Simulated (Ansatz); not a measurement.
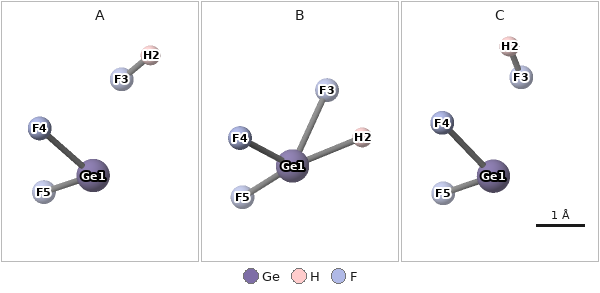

3 geometries from a converged minimum-energy path of GeHF3, shuffled. A ball-and-stick model, seen from a free direction.

These are results of Ansatz, RKS PBE0/def2-SVP, not measurements. Set-up: 5 movable images; climbing image; force threshold 0.05 eV/Å; iteration limit 60; starting path through a guess of the saddle point.

**Which of them lies highest in energy?**

B. In order along the path, whose images run from 0 to 6: B (image 2, +2.46 eV), A (image 4, +0.89 eV), C (image 5, +0.77 eV). Breaking: Ge1–F3 (1.71 → 1.93 at the top → 2.34 Å), Ge1–H2 (1.52 → 1.61 at the top → 2.33 Å). Forming: H2–F3 (2.69 → 1.35 at the top → 0.95 Å).

The run took 94 s on 1 thread of Intel(R) Xeon(R) 6975P-C (Granite Rapids), with other jobs on the host, peak memory 0.18 GiB.
